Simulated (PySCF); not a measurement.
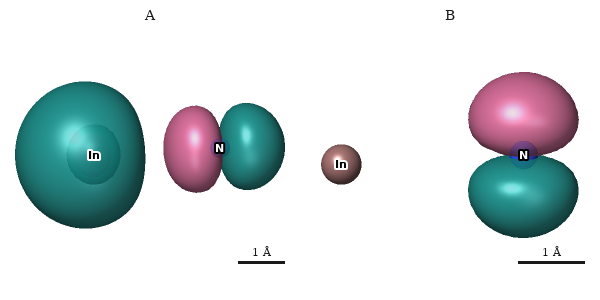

The picture shows: InN (charge +1, quartet). Two frontier α-spin orbitals, each drawn at the value that holds 80 % of its norm (teal and pink are the two phases), in no order; of a degenerate pair one member is drawn.

Core potentials replace the inner electrons of In.

All numbers below come from PBE0/cc-pVDZ(-PP), non-relativistic Hamiltonian with scalar-relativistic core potentials where named, at a bond length of 2.882 Å (PySCF 2.14.0).

Label each orbital by symmetry, say whether it is occupied, and order them by energy.

Orbital B: π, occupied in this spin, −15.28 eV; almost wholly on N.
Orbital A: σ, occupied in this spin, −14.63 eV; shared between the atoms (In 55 %, N 45 %).
